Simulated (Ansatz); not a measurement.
# Geometry relaxation of Si2H2F4

System: Si2H2F4.
Method: RKS PBE0-D4/def2-SVP (Ansatz 0.2.0).

The input holds or restrains some coordinates. Figures and captions count atoms from 1; the log counts them from 0 in places.

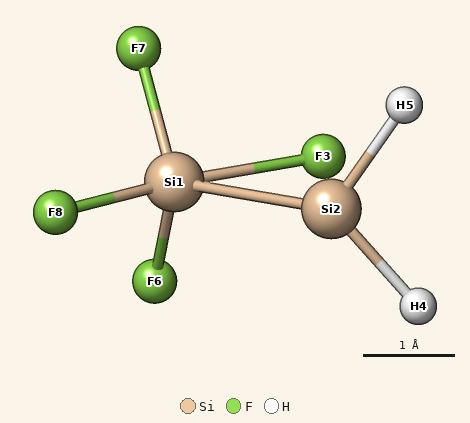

**Figure 1.** The input geometry (ball-and-stick view, seen at a tilt; atoms are numbered from 1 in the order of the input). Bond lengths as drawn: F–Si 1.58 to 1.78 Å, H–Si 1.47 Å and Si–Si 2.31 Å.

## Input
```yaml
crystal:
  periodic: [false, false, false]
  atoms:
    - {symbol: Si, position_ang: [-0.655400, -0.279300, 0.622000]}
    - {symbol: Si, position_ang: [1.155100, 0.675800, -0.453300]}
    - {symbol: F, position_ang: [-0.448700, -0.631600, -1.115100]}
    - {symbol: H, position_ang: [2.225700, -0.182600, -0.971200]}
    - {symbol: H, position_ang: [0.929700, 1.676200, -1.502000]}
    - {symbol: F, position_ang: [-0.590600, -1.828000, 0.944000]}
    - {symbol: F, position_ang: [-2.089900, 0.322900, 0.329100]}
    - {symbol: F, position_ang: [-0.526000, 0.246700, 2.146700]}
basis:
  gaussian: {orbitals: def2-SVP}
hamiltonian: {xc: pbe0, dispersion: d4}
relax: {f_tol: 0.04, max_steps: 150, escape_saddle: false, constraints: [{distance: [0, 2]}, {distance: [0, 1]}, {distance: [1, 2]}]}
```

Machine: 8 threads of Arm Neoverse V1, 23 GiB of memory available, shared host.

Launch command:
```bash
ansatz run in.yaml --threads 8 --pin off --events-out ev --progress --plain --max-ram 19148MiB
```

## The program's output
```
Functional definition: PBE0
  name "PBE0"
  cite "Adamo & Barone, J. Chem. Phys. 110, 6158 (1999) doi:10.1063/1.478522"
  cite "Perdew, Burke & Ernzerhof, Phys. Rev. Lett. 77, 3865 (1996) doi:10.1103/PhysRevLett.77.3865"
  parent pbe
  parameter a = 0.25
  parameter kappa = 0.804
  parameter beta = 0.06672455060314922
  exchange = (1 - a)*pbe_x(kappa = kappa, mu = beta*pi^2/3) + a*exact_x
  correlation = pbe_c(beta = beta)
997 factors; integrals over basis functions are off by at most 4.0e-4 eV
mean field evaluation 1: about -26624.0269 eV, gradient 5.4e1 eV
mean field evaluation 2: about -26616.2360 eV, gradient 8.8e1 eV
mean field evaluation 4: about -26628.7677 eV, gradient 2.7e0 eV
mean field evaluation 8: about -26628.7897 eV, gradient 5.8e-2 eV
mean field evaluation 16: about -26628.7897 eV, gradient 1.9e-5 eV
mean field -26628.78971780 eV, -978.5899724873 hartree, gradient 1.9e-5 eV, S^2 0.000000; 0 other end points of the search recorded, 0 dependent functions left out
the calculation of the forces begins
reference -26628.78974102 eV, -978.5899733405 hartree; 33, 33 occupied and 69, 69 virtual orbitals, 997 factors
relax step   1: F+E_penalty+E_count = -26628.94758833 eV  Δ(F+E_penalty+E_count) = +0.000e0 eV  max|allowed force component| = 1.146e0 eV/Å  Δτ_max = 0.0000 Å  (26 SCF iters, accepted)
  distance Si 0 - F 2 held at 1.784477 Å   reaction = -5.0340e-1 eV/Å
  distance Si 0 - Si 1 held at 2.312228 Å   reaction = -2.5423e-1 eV/Å
  distance Si 1 - F 2 held at 2.172429 Å   reaction = +1.9942e0 eV/Å
these checks for a lower state are left out or cut short: starts, cluster_reference, orbital_swaps, neighbouring_geometries, increment
997 factors; integrals over basis functions are off by at most 4.0e-4 eV
mean field -26628.95163178 eV, -978.5959227161 hartree, gradient 1.3e-5 eV, S^2 0.000000; 0 other end points of the search recorded, 0 dependent functions left out
the calculation of the forces begins
reference -26628.95165505 eV, -978.5959235715 hartree; 33, 33 occupied and 69, 69 virtual orbitals, 997 factors
relax step   2: F+E_penalty+E_count = -26629.10930055 eV  Δ(F+E_penalty+E_count) = -1.617e-1 eV  max|allowed force component| = 5.791e-1 eV/Å  Δτ_max = 0.1556 Å  (30 SCF iters, accepted)
  distance Si 0 - F 2 held at 1.784477 Å   reaction = -7.2016e-1 eV/Å
  distance Si 0 - Si 1 held at 2.312228 Å   reaction = -4.5910e-1 eV/Å
  distance Si 1 - F 2 held at 2.172429 Å   reaction = +1.4137e0 eV/Å
these checks for a lower state are left out or cut short: starts, cluster_reference, orbital_swaps, neighbouring_geometries, increment
997 factors; integrals over basis functions are off by at most 4.0e-4 eV
mean field -26628.97178384 eV, -978.5966632906 hartree, gradient 1.1e-5 eV, S^2 0.000000; 0 other end points of the search recorded, 0 dependent functions left out
the calculation of the forces begins
reference -26628.97180701 eV, -978.5966641423 hartree; 33, 33 occupied and 69, 69 virtual orbitals, 997 factors
relax step   3: F+E_penalty+E_count = -26629.12914033 eV  Δ(F+E_penalty+E_count) = -1.984e-2 eV  max|allowed force component| = 1.921e-1 eV/Å  Δτ_max = 0.0261 Å  (30 SCF iters, accepted)
  distance Si 0 - F 2 held at 1.784477 Å   reaction = -7.0428e-1 eV/Å
  distance Si 0 - Si 1 held at 2.312228 Å   reaction = -4.2612e-1 eV/Å
  distance Si 1 - F 2 held at 2.172429 Å   reaction = +1.5449e0 eV/Å
these checks for a lower state are left out or cut short: starts, cluster_reference, orbital_swaps, neighbouring_geometries, increment
997 factors; integrals over basis functions are off by at most 4.1e-4 eV
mean field evaluation 32: about -26628.9624 eV, gradient 4.9e-3 eV
mean field -26628.97309666 eV, -978.5967115359 hartree, gradient 1.0e-5 eV, S^2 0.000000; 0 other end points of the search recorded, 0 dependent functions left out
the calculation of the forces begins
reference -26628.97311980 eV, -978.5967123863 hartree; 33, 33 occupied and 69, 69 virtual orbitals, 997 factors
relax step   4: F+E_penalty+E_count = -26629.13021404 eV  Δ(F+E_penalty+E_count) = -1.074e-3 eV  max|allowed force component| = 5.425e-2 eV/Å  Δτ_max = 0.0181 Å  (28 SCF iters, accepted)
  distance Si 0 - F 2 held at 1.784477 Å   reaction = -6.6464e-1 eV/Å
  distance Si 0 - Si 1 held at 2.312228 Å   reaction = -5.5357e-1 eV/Å
  distance Si 1 - F 2 held at 2.172429 Å   reaction = +1.6075e0 eV/Å
these checks for a lower state are left out or cut short: starts, cluster_reference, orbital_swaps, neighbouring_geometries, increment
997 factors; integrals over basis functions are off by at most 4.1e-4 eV
mean field -26628.97359623 eV, -978.5967298948 hartree, gradient 1.0e-5 eV, S^2 0.000000; 0 other end points of the search recorded, 0 dependent functions left out
the calculation of the forces begins
reference -26628.97361939 eV, -978.5967307460 hartree; 33, 33 occupied and 69, 69 virtual orbitals, 997 factors
relax step   5: F+E_penalty+E_count = -26629.13080702 eV  Δ(F+E_penalty+E_count) = -5.930e-4 eV  max|allowed force component| = 4.949e-3 eV/Å  Δτ_max = 0.0094 Å  (29 SCF iters, accepted)
  distance Si 0 - F 2 held at 1.784477 Å   reaction = -6.7514e-1 eV/Å
  distance Si 0 - Si 1 held at 2.312228 Å   reaction = -4.8049e-1 eV/Å
  distance Si 1 - F 2 held at 2.172429 Å   reaction = +1.5665e0 eV/Å
```

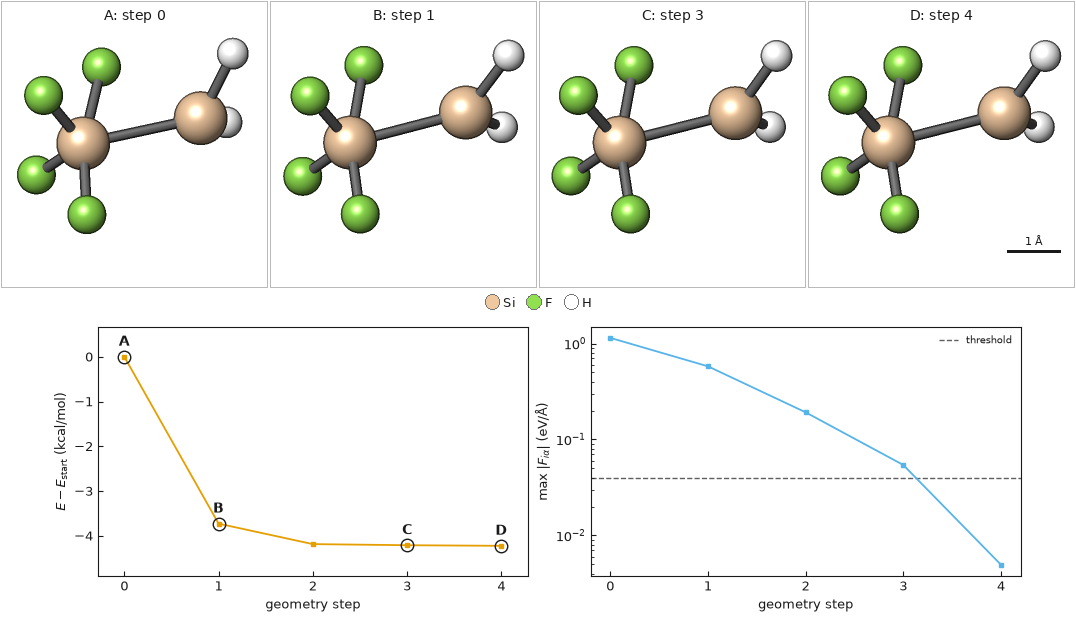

**Figure 2.** Frames of the restrained relaxation (ball-and-stick view, seen at a tilt) above the curves, on which the letters mark them (the first geometry is step 0 here and step 1 in the log).

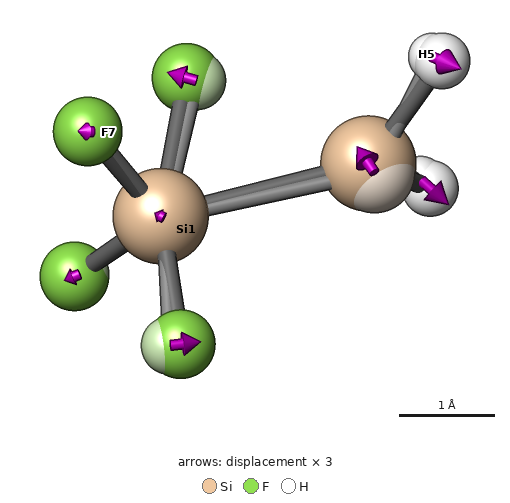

**Figure 3.** Start (faint) and end (solid) with the displacements as pink arrows, magnified 3 times (ball-and-stick view, seen at a tilt). The two geometries are laid on each other by the best rigid fit. The largest moves after the best rigid fit, 0.13 Å, are those of H4 and H5. By element the largest moves are H 0.13 Å, Si 0.13 Å, F 0.11 Å. Distances before and after: Si1–F6 1.583 → 1.611 Å, Si2–H4 1.467 → 1.493 Å, Si1–F8 1.618 → 1.630 Å. Among the angles that change: Si1–Si2–H4 119.6° → 124.3°, F3–Si1–F8 166.5° → 163.7°, Si2–Si1–F8 104.0° → 101.2°. The energy falls by 4.23 kcal/mol in 4 geometry steps. Largest force component: 1.1 eV/Å at the start, 0.0049 eV/Å at the end. (Atoms are counted from 1 in the order of the input.)

```
997 factors; integrals over basis functions are off by at most 4.1e-4 eV
mean field -26628.97359623 eV, -978.5967298948 hartree, gradient 1.0e-5 eV, S^2 0.000000; 1 other end points of the search recorded, 0 dependent functions left out
the calculation of the forces begins
reference -26628.97361939 eV, -978.5967307460 hartree; 33, 33 occupied and 69, 69 virtual orbitals, 997 factors
Total energy: -26629.13083018 eV, -978.6025081359 hartree
Atom 0 at    -0.684702    -0.303038     0.610181 Å, force    -0.424513    -0.040575     0.894101 eV/Å
Atom 1 at     1.097866     0.609564    -0.545676 Å, force    -0.808696    -0.752562    -0.660191 eV/Å
Atom 2 at    -0.538639    -0.696824    -1.124165 Å, force     1.235971     0.792906    -0.241306 eV/Å
Atom 3 at     2.337222    -0.138656    -0.910079 Å, force    -0.000829    -0.000342     0.000729 eV/Å
Atom 4 at     0.995701     1.785361    -1.459837 Å, force    -0.000811    -0.000382     0.000707 eV/Å
Atom 5 at    -0.623634    -1.871056     0.975021 Å, force     0.000421    -0.000045     0.000604 eV/Å
Atom 6 at    -2.148857     0.316646     0.349879 Å, force    -0.000039     0.000605     0.000406 eV/Å
Atom 7 at    -0.435056     0.298103     2.104875 Å, force    -0.001505     0.000395     0.004949 eV/Å
Dipole moment:     0.910249     0.495516    -0.486955 e Å
```

## Trajectory as extended XYZ (Å, eV, eV/Å), 5 frames, from step=1 to step=5
```
8
Properties=species:S:1:pos:R:3:forces:R:3 step=1 energy=-26628.94759
Si   -0.6554   -0.2793    0.6220   -0.1781   0.0805   0.7210
Si    1.1551    0.6758   -0.4533   -1.3387  -1.2349  -1.0573
F    -0.4487   -0.6316   -1.1151    1.2800   0.9595   0.2371
H     2.2257   -0.1826   -0.9712    0.6703  -0.1336   0.0973
H     0.9297    1.6762   -1.5020    0.1110   0.6678  -0.1313
F    -0.5906   -1.8280    0.9440    0.1396  -1.1465   0.1339
F    -2.0899    0.3229    0.3291   -1.0026   0.4901  -0.3330
F    -0.5260    0.2467    2.1467    0.3185   0.3171   0.3323
8
Properties=species:S:1:pos:R:3:forces:R:3 step=2 energy=-26629.10930
Si   -0.6893   -0.3056    0.6125   -0.0646   0.2169   0.9197
Si    1.0879    0.5992   -0.5577   -0.4630  -0.5654  -0.8484
F    -0.5542   -0.7068   -1.1211    1.2837   0.8003  -0.3311
H     2.3632   -0.1359   -0.9154   -0.3500   0.1310   0.0759
H     1.0093    1.8058   -1.4700   -0.0356  -0.3197   0.2045
F    -0.6221   -1.8575    0.9803    0.0296  -0.5791   0.0794
F    -2.1375    0.3162    0.3589   -0.5247   0.2154  -0.1473
F    -0.4574    0.2847    2.1126    0.1245   0.1006   0.0474
8
Properties=species:S:1:pos:R:3:forces:R:3 step=3 energy=-26629.12914
Si   -0.6849   -0.3031    0.6104   -0.2886   0.0604   0.9166
Si    1.0972    0.6088   -0.5466   -0.7733  -0.7388  -0.6984
F    -0.5397   -0.6975   -1.1238    1.2470   0.7980  -0.2501
H     2.3385   -0.1436   -0.9111   -0.0562   0.0400   0.0119
H     0.9920    1.7876   -1.4627    0.0113  -0.0567   0.0394
F    -0.6155   -1.8658    0.9750   -0.0051  -0.1921   0.0180
F    -2.1411    0.3224    0.3496   -0.1776   0.0552  -0.0524
F    -0.4467    0.2913    2.1093    0.0424   0.0340   0.0151
8
Properties=species:S:1:pos:R:3:forces:R:3 step=4 energy=-26629.13021
Si   -0.6817   -0.3007    0.6110   -0.5346  -0.1151   0.9005
Si    1.1001    0.6107   -0.5470   -0.8155  -0.7580  -0.6626
F    -0.5373   -0.6956   -1.1232    1.2599   0.8083  -0.2456
H     2.3393   -0.1366   -0.9126    0.0003  -0.0066   0.0060
H     0.9989    1.7857   -1.4619   -0.0073   0.0043   0.0030
F    -0.6330   -1.8704    0.9750    0.0385   0.0284   0.0002
F    -2.1518    0.3082    0.3525    0.0398   0.0264   0.0007
F    -0.4347    0.2988    2.1064    0.0187   0.0123  -0.0023
8
Properties=species:S:1:pos:R:3:forces:R:3 step=5 energy=-26629.13081
Si   -0.6847   -0.3030    0.6102   -0.4245  -0.0406   0.8941
Si    1.0979    0.6096   -0.5457   -0.8087  -0.7526  -0.6602
F    -0.5386   -0.6968   -1.1242    1.2360   0.7929  -0.2413
H     2.3372   -0.1387   -0.9101   -0.0008  -0.0003   0.0007
H     0.9957    1.7854   -1.4598   -0.0008  -0.0004   0.0007
F    -0.6236   -1.8711    0.9750    0.0004   0.0000   0.0006
F    -2.1489    0.3166    0.3499    0.0000   0.0006   0.0004
F    -0.4351    0.2981    2.1049   -0.0015   0.0004   0.0049
```

## Results in brief

```tsv
quantity	value
outcome	converged under the restraints of the input
total energy	−26629.1308 eV
mean-field energy	−26628.9736 eV
dispersion energy	−0.1572 eV
SCF solution under orbital rotations	stable
largest force (length of the vector) at the end, held atoms and coordinates included	1.488 eV/Å
dipole moment	5.50 D
wall time	5.5 s (CPU time 34 s)
peak memory	0.23 GiB
```
